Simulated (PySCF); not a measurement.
# C3H3P2: the cost of one run

Computed with PySCF 2.14.0 and routines of our own; the level stands in each step. Atoms count from 0.

### 1 The starting structure

8 atoms, charge -1, multiplicity 1; geometry from: PBE0-D3(BJ)/def2-SVP.

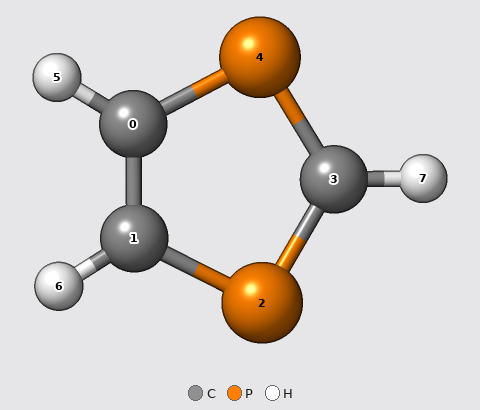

The starting geometry (carbon grey, phosphorus orange, hydrogen white).

### 2 Magnetic properties: GIAO mPW1PW91/aug-pcSseg-1

Job settings and geometry (Å):

```
{"job": {"kind": "mag", "xc": "mPW1PW91", "basis": "aug-pcSseg-1"}, "charge": -1, "multiplicity": 1}
C     -0.815599     0.722354     0.317259
C     -0.993385    -0.518998    -0.282694
P      0.457656    -1.450041    -0.640670
C      1.539084    -0.238196    -0.004291
P      0.840477     1.220515     0.649438
H     -1.667364     1.366264     0.574683
H     -1.992938    -0.905722    -0.522834
H      2.625420    -0.389359    -0.012976
```

Level: GIAO mPW1PW91/aug-pcSseg-1 magnetisability, rotational g tensor and spin-rotation constants, non-relativistic, gas phase.

Launch:

```
OMP_NUM_THREADS=1 python excited_run.py task.json out
```

This one command runs all jobs of the session in turn.

**Question.** How long does this first job take on 1 thread of Arm Neoverse V2, shared host, and how much memory does it need?

About 18 s, with a peak of 0.79 GiB.
